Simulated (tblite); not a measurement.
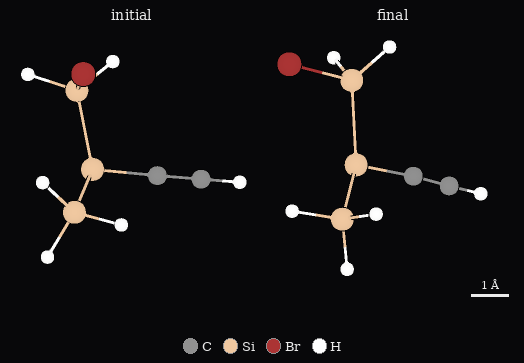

The structure of C$_{2}$H$_{6}$BrSi$_{3}$ (multiplicity 2) before (left) and after (right) a relaxation, at one scale.

Style: ball-and-stick. Shown from a free direction.

Computed with tblite 0.8.0, GFN2-xTB geometry optimisation, gas phase. 

**What changed between the two?**

The Br atom moves most after the best rigid fit: 1.71 Å. By element the largest moves are Br 1.71 Å, H 1.46 Å, C 0.69 Å, Si 0.45 Å. Among the contacts that change: Si–Si 2.226 → 2.313 Å, C–Si 1.819 → 1.846 Å, C–H 1.079 → 1.053 Å, H–Si 1.488 → 1.465 Å. Among the angles between lasting bonds that change: Si–Si–Si 107.6° → 127.8°, Si–Si–H 106.5° → 126.0°, Br–Si–H 111.1° → 100.2°. Groups turn about Si–Si by about 50°. After 133 geometry steps the energy has fallen by 49.5 kJ/mol.
